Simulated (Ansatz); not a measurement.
Fields on a plane of WP (space group Pnma)

```xyz
8
Lattice="5.6624 0.0000 0.0000 0.0000 3.2103 0.0000 0.0000 0.0000 6.1899" Properties=species:S:1:pos:R:3 pbc="T T T"
P      1.7986     2.4078     3.4981
P      3.8638     0.8026     2.6918
P      1.0326     0.8026     0.4031
P      4.6298     2.4078     5.7868
W      5.5876     2.4078     1.9295
W      0.0748     0.8026     4.2604
W      2.9060     0.8026     5.0245
W      2.7564     2.4078     1.1654
```

The slice is a (001) plane (indices of the conventional cell) through the point (0.013, 0.250, 0.688) (fractional), spanned by u = [010] and v = [100] in vectors of this cell: u (3.21 Å) and v (5.66 Å, at 90° to u). It covers one period; positions are fractions (u, v).

Atoms on it: W at (0.00, 0.00). Other atoms lie within 1 Å of the plane.

Calculation: LDA (plane waves to 420 eV, PAW, scalar-relativistic; Ansatz, a quantum-chemistry and plane-wave program). k mesh 8×14×8. These are valence fields of a PAW run, semicore shells included where kept as valence: close to a nucleus they are smooth pseudo fields. Spin-orbit coupling is left out, though W is heavy. WP is run without spin polarisation. WP was relaxed with its symmetry unable to fall.

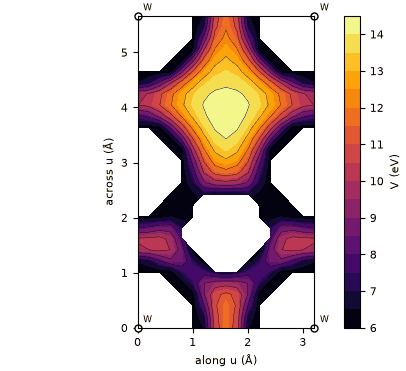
*Electrostatic potential energy of an electron, from the cell's mean, in eV, one period of the plane, atoms marked. Points within 1 Å of a nucleus are left white, as the pseudised field means little there. Values under 6 eV are set to 6. The zero, the cell's mean, hangs on the PAW cores.*

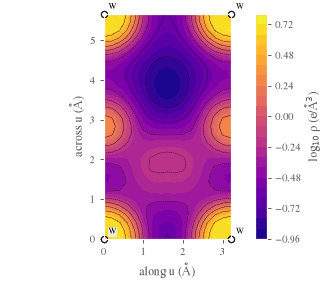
Figure. Log₁₀ of the valence density in e/Å³, one period of the plane, atoms marked. The scale is logarithmic, as a density can span decades between atoms and voids.
